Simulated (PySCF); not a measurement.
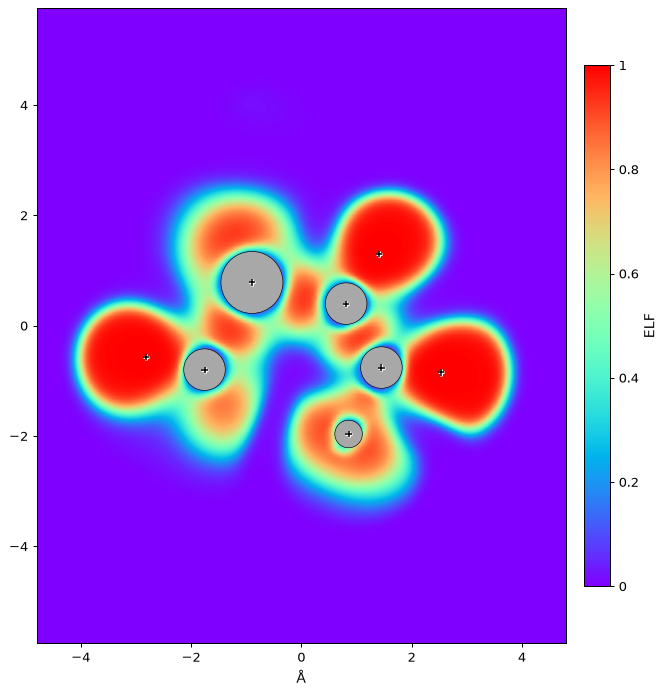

The ELF on a plane through atoms (crosses mark nuclei in the plane; grey discs cover the cores).

Theory: PBE0/pcSseg-1, SCF density, gas phase, non-relativistic in PySCF 2.14.0.

Candidates:
A. C6H14SSi (SMILES C=C[SiH2][C@H](C)SCC)
B. C5H12AlFS
C. C6H11NSSi (SMILES CS[SiH2]/C=C\CCC#N)

Q: Which system is this?

A: Candidate B: C5H12AlFS on the plane of atoms C7, C6 and H19, which holds S, C, F and H. C–C (1.32 Å): the ELF peaks at about 0.90 between the atoms: a multiple bond. C–F (1.34 Å): the ELF peaks at about 0.85 between the atoms (a polar covalent bond).
